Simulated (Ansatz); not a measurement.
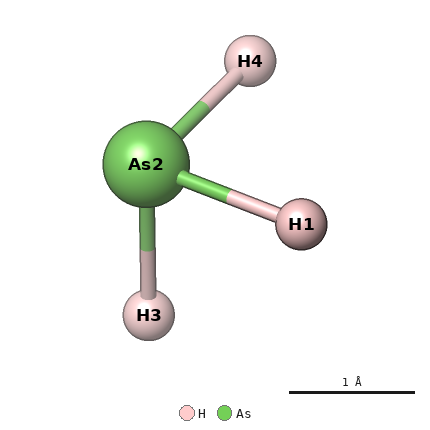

Orthographic view. Depth is shown by fading: the farther an atom, the more it takes the colour of the background. The computed structure is the end point of a PBE0-D4/def2-TZVP optimisation.

List all interatomic distances (Å) as a matrix.

```
atom    H1   As2    H3    H4
  H1  0.00                  
 As2  1.52  0.00            
  H3  2.19  1.52  0.00      
  H4  2.19  1.52  2.19  0.00
```
